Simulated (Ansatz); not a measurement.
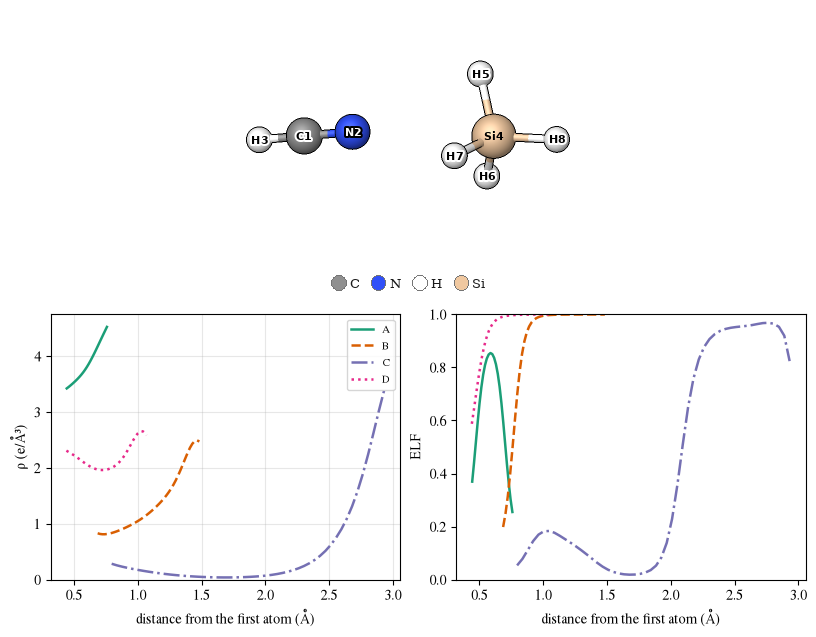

The picture shows: HCN···SiH4 (SMILES C#N.[SiH4]). Total electron density and electron localisation function along straight lines between neighbouring atoms. The curves leave out the atomic cores. The structure is drawn too.

Geometry: PBE0-D4/def2-TZVP.

Method: RKS PBE0-D4/def2-TZVPPD (Ansatz 0.2.0).

```xyz
8

C    -0.0502   -0.0151   -2.8237
N    -0.1022   -0.0700   -1.6811
H    -0.0016    0.0364   -3.8901
Si    0.0299    0.0091    1.6656
H    -1.2194   -0.6920    1.2816
H     0.0227    1.3971    1.1425
H     1.2115   -0.7272    1.1538
H     0.1094    0.0617    3.1513
```

Question: Which curve belongs to which contact (C–H, C–N, Si–H and Si–N)? The first atom named is at distance zero.

Answer: Curve A: C–N (1.15 Å): ρ at the midpoint is about 3.7 e/Å³; the ELF peaks at about 0.85 between the atoms; a multiple bond. Curve B: Si–H (1.48 Å): ρ at the midpoint is about 0.81 e/Å³; the ELF climbs to about 1 towards the hydrogen, as it does in any bond to H. Curve C: Si4···N2 (3.35 Å): the density falls to about 0.04 e/Å³ on the way; the ELF dips to about 0 between them (a weak contact between the two molecules). Curve D: C–H (1.07 Å): ρ is about 2.2 e/Å³ halfway; the ELF climbs to about 1 towards the hydrogen (an ordinary covalent bond to hydrogen).
